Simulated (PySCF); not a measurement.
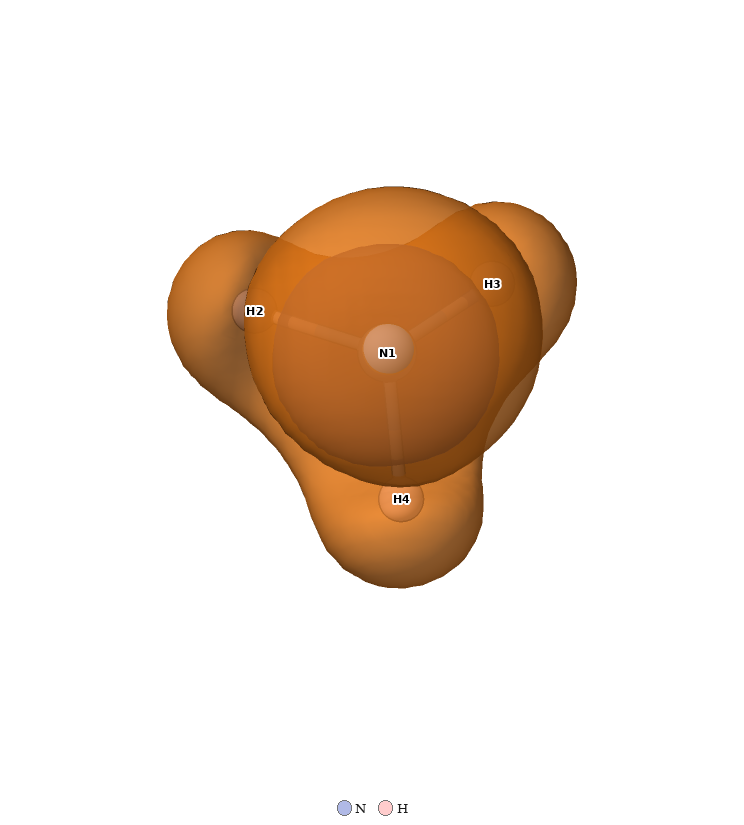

Figure. H3N, SMILES `N`. Fukui function f⁻ = ρ(N) − ρ(N−1) at fixed geometry, surfaces at ±0.04 e/Å³ (orange positive, blue negative).

Level of theory: LDA (SVWN)/def2-SVPD (PySCF), at a geometry from GFN2-xTB. No frequency check shows the geometry to be a minimum.

### On which atoms does the density change most on removal of an electron?

f⁻ (Hirshfeld-condensed) is largest on N1 (0.52); the vertical ionisation energy is 11.18 eV. Condensed values hint at sites of electrophilic attack but needn't mark the atom that reacts. Orbital relaxation makes it negative in places (0.13 e in all).

```tsv
atom	f⁻	charge
N1	+0.52	−0.29
H2	+0.16	+0.10
H3	+0.16	+0.10
H4	+0.16	+0.10
```
